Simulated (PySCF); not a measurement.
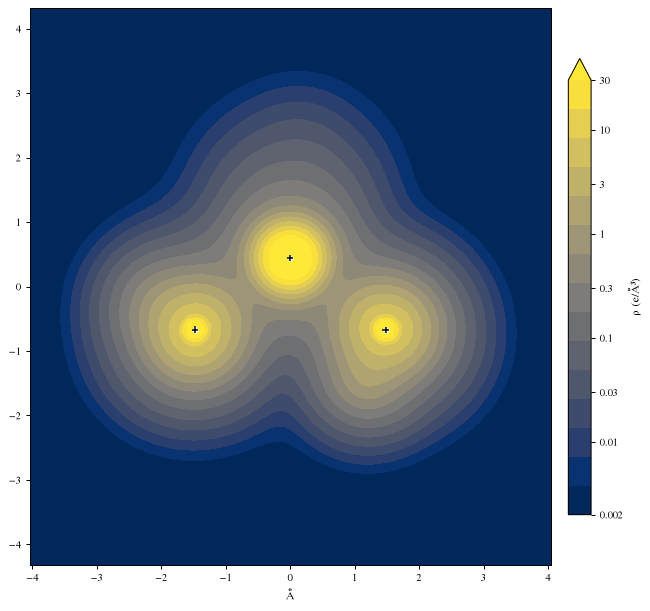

The electron density on a plane through atoms (crosses mark nuclei in the plane).

Level of theory: CAM-B3LYP/def2-SVPD, SCF density, gas phase in PySCF.

Candidates:
A. GaH4O4 (SMILES [OH][Ga-]([OH])([OH])[OH]) (charge −1)
B. CH10SSi4 (SMILES [SiH3][Si]1([SiH3])[SiH2]CS1)
C. C4H12STi (SMILES C[S][Ti]([CH3])([CH3])[CH3])

### Which system is this?

Candidate A: GaH4O4 on the plane of atoms O4, Ga1 and O8, which holds Ga and O. Ga–O (1.85 Å): ρ is about 0.75 e/Å³ halfway.
